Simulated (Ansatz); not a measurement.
# Si3H8 (SMILES [SiH3][SiH2][SiH3]): RPA@PBE0/6-31G(d) (spherical functions)

Aim: the vertical singlet–triplet gap of Si3H8 at RPA@PBE0/6-31G* (spherical functions), from 2 runs. 

The calculation is run with Ansatz 0.2.0.

34 further runs of the same task are left out: 34 set aside as unsound or not needed.

## 1. The molecule

Si3H8 has 11 atoms, charge 0, and is taken as a singlet. As SMILES, `[SiH3][SiH2][SiH3]`. Geometry: relaxed at PBE0-D4/def2-TZVP.

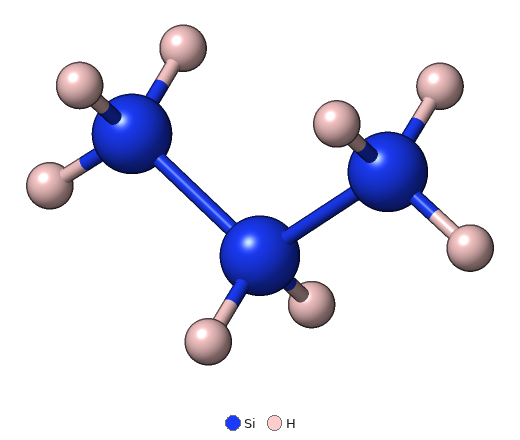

Viewed from a chosen angle; silicon blue, hydrogen pink.

## 2. A single-point energy at RPA@PBE0/6-31G(d) (spherical functions)

Input file run.yaml:

```yaml
crystal:
  periodic: [false, false, false]
  atoms:
    - {symbol: Si, position_ang: [-1.292570, 1.366730, -0.525270]}
    - {symbol: Si, position_ang: [-0.462570, -0.807300, -0.296320]}
    - {symbol: Si, position_ang: [1.631930, -0.774400, 0.742750]}
    - {symbol: H, position_ang: [-2.625850, 1.367720, -1.185120]}
    - {symbol: H, position_ang: [-0.354030, 2.180440, -1.344070]}
    - {symbol: H, position_ang: [-1.422540, 2.000090, 0.814640]}
    - {symbol: H, position_ang: [-0.343400, -1.440160, -1.640160]}
    - {symbol: H, position_ang: [-1.410380, -1.620800, 0.516390]}
    - {symbol: H, position_ang: [1.515950, -0.154940, 2.090430]}
    - {symbol: H, position_ang: [2.583820, 0.031780, -0.068050]}
    - {symbol: H, position_ang: [2.179610, -2.149160, 0.894770]}
basis:
  gaussian:
    orbitals: 6-31G_st_-spherical.json
hamiltonian:
  xc: {name: PBE0}
accuracy: high
correlation:
  method: rpa
  frozen_orbitals: {H: 0, Si: 5}
```

The basis set 6-31G* is read from a file made from the Basis Set Exchange's data (not shown).

Launch:

```console
$ ansatz run run.yaml --threads 1 --pin off --max-ram 3480MiB --events-out events.jsonl --progress --plain --runs-dir runs
```

Output:

```text
Warning: RAYON_NUM_THREADS=1 ignored (pool sized by the plan → 1); use --threads N
Functional definition: PBE0
  name "PBE0"
  parameter a = 0.25
  parameter kappa = 0.804
  parameter beta = 0.06672455060314922
  exchange = (1 - a)*pbe_x(kappa = kappa, mu = beta*pi^2/3) + a*exact_x
  correlation = pbe_c(beta = beta)
1621 factors; integrals over basis functions are off by at most 3.4e-9 eV
mean field evaluation 1: about -23750.5426 eV, gradient 8.7e0 eV
mean field evaluation 2: about -23750.8033 eV, gradient 8.0e0 eV
mean field evaluation 4: about -23751.0980 eV, gradient 1.1e0 eV
mean field evaluation 8: about -23751.1032 eV, gradient 4.8e-3 eV
mean field evaluation 16: about -23751.1032 eV, gradient 2.3e-7 eV
mean field -23751.10322532 eV, -872.8369444546 hartree, gradient 8.4e-8 eV, S^2 0.000000; 0 other end points of the search recorded, 0 dependent functions left out
15 core orbitals not correlated: weight in the atoms' cores, before any rotation towards them, 1.000 or more for the frozen orbitals, at most 0.000 for the correlated occupied ones
reference -23711.01531939 eV, -871.3637410842 hartree; 10, 10 occupied and 45, 45 virtual orbitals, 1621 factors
Total energy: -23723.14588090 eV, -871.8095309974 hartree
```

Run time: 5.1 s. Hardware: 1 thread of AMD EPYC 9R45 (Zen 5), shared host; peak memory 0.25 GiB.

## 3. The triplet

Input file in.yaml:

```yaml
crystal:
  periodic: [false, false, false]
  atoms:
    - {symbol: Si, position_ang: [-1.292570, 1.366730, -0.525270]}
    - {symbol: Si, position_ang: [-0.462570, -0.807300, -0.296320]}
    - {symbol: Si, position_ang: [1.631930, -0.774400, 0.742750]}
    - {symbol: H, position_ang: [-2.625850, 1.367720, -1.185120]}
    - {symbol: H, position_ang: [-0.354030, 2.180440, -1.344070]}
    - {symbol: H, position_ang: [-1.422540, 2.000090, 0.814640]}
    - {symbol: H, position_ang: [-0.343400, -1.440160, -1.640160]}
    - {symbol: H, position_ang: [-1.410380, -1.620800, 0.516390]}
    - {symbol: H, position_ang: [1.515950, -0.154940, 2.090430]}
    - {symbol: H, position_ang: [2.583820, 0.031780, -0.068050]}
    - {symbol: H, position_ang: [2.179610, -2.149160, 0.894770]}
basis:
  gaussian:
    orbitals: 6-31G_st_-spherical.json
magnetization:
  spin_polarized: true
  initial_magnetization: 2
hamiltonian:
  xc: {name: PBE0}
correlation:
  method: rpa
  frozen_orbitals: {H: 0, Si: 5}
accuracy: high
```

The basis set 6-31G* is read from a file made from the Basis Set Exchange's data (not shown).

Launch:

```console
$ ansatz run in.yaml --threads 1 --pin off --max-ram 3480MiB --events-out events.jsonl --progress --plain --runs-dir runs
```

Output, shortened:

```text
Warning: RAYON_NUM_THREADS=1 ignored (pool sized by the plan → 1); use --threads N
[... 2 set-up lines as earlier in the session ...]
[...]
1620 factors; integrals over basis functions are off by at most 3.4e-9 eV
[...]
mean field -23744.92387813 eV, -872.6098576337 hartree, gradient 6.6e-8 eV, S^2 2.004555; 7 other end points of the search recorded, 0 dependent functions left out
15 core orbitals not correlated: weight in the atoms' cores, before any rotation towards them, 1.000 or more for the frozen orbitals, at most 0.000 for the correlated occupied ones
reference -23704.22061004 eV, -871.1140401213 hartree; 11, 9 occupied and 44, 46 virtual orbitals, 1620 factors
Total energy: -23716.68581484 eV, -871.5721279483 hartree
```

It took 16 s on 1 thread of AMD EPYC 9R45 (Zen 5), shared host; peak memory 0.37 GiB.

## 4. Results

Level: RPA@PBE0/6-31G* (spherical functions), 15 core orbitals frozen.

```
                                        quantity          value
                           singlet: total energy  -871.80953 Eh
       singlet: RPA correlation energy (valence)     -445.8 mEh
                           triplet: total energy  -871.57213 Eh
       triplet: RPA correlation energy (valence)     -458.1 mEh
      triplet: ⟨S²⟩ of the reference determinant          2.005
vertical energy of the triplet above the singlet       6.460 eV
```

What this shows: At this shape the triplet lies 6.46 eV (623 kJ/mol) above the singlet.
